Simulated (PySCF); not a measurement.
C₂H₇BO₄Si, SMILES O=C(O)C[SiH2]B(O)O at its GFN2-xTB optimised geometry (Å):

```
15

O      2.1419    -1.4477    -0.2703
C      1.1497    -2.1487    -0.1983
O      0.9867    -3.1978    -1.0128
C      0.0076    -1.9097     0.6910
Si    -0.9547    -0.3567     0.0033
B      0.2230     1.2392     0.0000
O      1.5717     1.2392     0.0000
O     -0.4031     2.4423     0.0000
H      1.7421    -3.2774    -1.6164
H     -0.6325    -2.7842     0.7269
H      0.3619    -1.6657     1.6893
H     -1.4611    -0.8060    -1.3086
H     -2.1419    -0.3239     0.8733
H      2.0171     0.3802    -0.0253
H      0.1901     3.1978    -0.0033
```

Calculation: PySCF with PBE0/def2-TZVP. Cells within 0.4 Å of a nucleus heavier than hydrogen are left out (blank, or x).

Map of the electrostatic potential (hartree/e), clipped to [-0.08, 0.12] on the plane z = 1.0 Å:

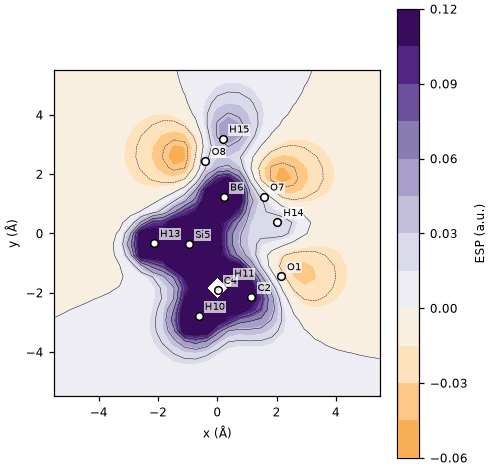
Fig. 1. Electrostatic potential (hartree/e), clipped to [-0.08, 0.12] on the plane z = 1.0 Å.
